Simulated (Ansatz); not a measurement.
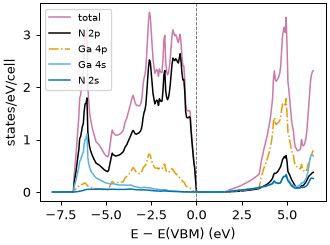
Total and projected density of states of GaN in space group P6_3/mmc (No. 194; Ga on 2d, N on 2b), plane-wave PAW r²SCAN+D4 (Ansatz code)

### Question
Which orbitals carry the states next to the gap?

### Answer
Top 1 eV of the valence band: N 2p 90 %, Ga 4p 7 %. Bottom 1 eV of the conduction band: Ga 4s 38 %, N 2s 29 %, Ga 4p 15 %, N 2p 12 %, outside the projected shells 6 %. Projections are on Löwdin-orthogonalised atomic valence shells; empty p or d shells of many metals are not among them.

### Question
Where is the tallest occupied peak in this window, and what makes it?

### Answer
Near -2.6 eV, about 3.4 states/eV per cell; the largest projected share is N 2p.

The workflow started from a Materials Project entry (that database holds measured and hypothetical structures alike); the Crystallography Open Database copy checked does not list it. It is not the phase usual at ambient conditions (space group No. 186, 216). The r²SCAN+D4 relaxation kept the symmetry of its start; phonons on a q-mesh show weakly imaginary modes. Spin–orbit coupling is left out wherever it is not named.

Potentials: the earlier of the program's two PAW sets.
